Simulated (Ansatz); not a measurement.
**W2C: response to strain**

The parent structure is W2C (space group Pnnm, No. 58; a = 4.6774 Å, b = 5.2404 Å, c = 3.0084 Å; a cell from a computed database, its experimental status unchecked). Axes: x, y, z lie along a, b, c of the conventional cell.

Strains are applied to the cell and any free atomic positions relax; under biaxial strain the out-of-plane vector relaxes too.

Level of theory: PBEsol, PAW, 420 eV (Ansatz, a first-principles code; no spin-orbit coupling).

Notes on the quantities. pressure: mean of the normal stresses, compression positive.

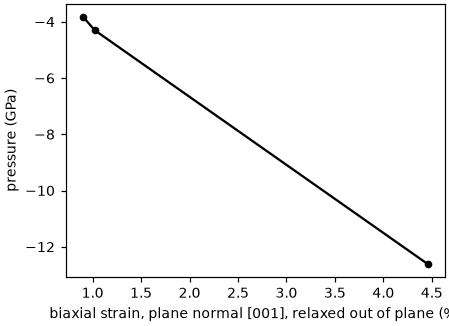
Fig. 1. Pressure against biaxial strain, plane normal [001], relaxed out of plane

Problem. From the plot, what is the pressure for biaxial strain +0.90 %, plane normal [001], relaxed out of plane?

Solution. About -3.8 GPa.

Problem. Is the trend monotonic over the range shown?

Solution. Yes, it falls throughout, spanning -12.6 GPa to -3.8 GPa.

Without a gap, meshes like the base's 10×9×15 leave anisotropic stresses uncertain by several tenths of a GPa, and small strain energies with them. Stability against distortions was not tested. All final runs are without spin polarisation.
